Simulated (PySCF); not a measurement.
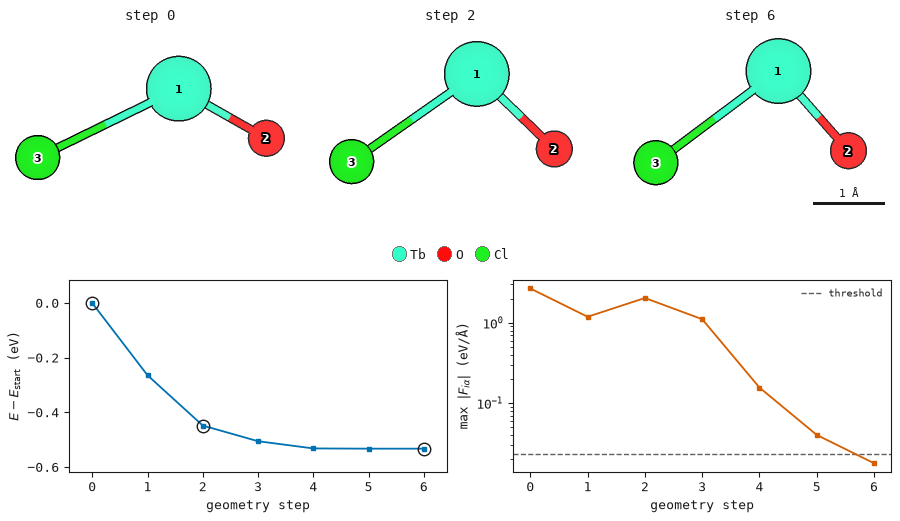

Frames of a relaxation of TbOCl (charge +1), marked on the history of the run. The picture is a ball-and-stick view, seen at a tilt.

Theory: RKS PBE0, Tb lcecp-2-SVP with ECP53, O def2-SVP, Cl def2-SVP; non-relativistic Hamiltonian with scalar-relativistic core potentials; density fitting in PySCF 2.14.0. (symmetry kept (Cs))

Question: Describe the path.

Answer: The atom that moves furthest after the best rigid fit is O2 (0.34 Å). By element the largest moves are O 0.34 Å, Cl 0.32 Å, Tb 0.26 Å. Among the contacts that change: Tb1–Cl3 2.492 → 2.346 Å, Tb1–O2 1.717 → 1.742 Å. Among the angles between lasting bonds that change: O2–Tb1–Cl3 131.8° → 104.3°. After 6 geometry steps the energy has fallen by 0.532 eV. Largest force component: 2.7 eV/Å at the start, 0.018 eV/Å at the end. Cost: 15 s on 2 threads of Arm Neoverse V1, on a shared host, peak memory 0.44 GiB. From step 0 to 2: O and Cl atoms move most (0.25 Å), energy −0.448 eV. From step 2 to 6: O2 moves most (0.10 Å), energy −0.085 eV.
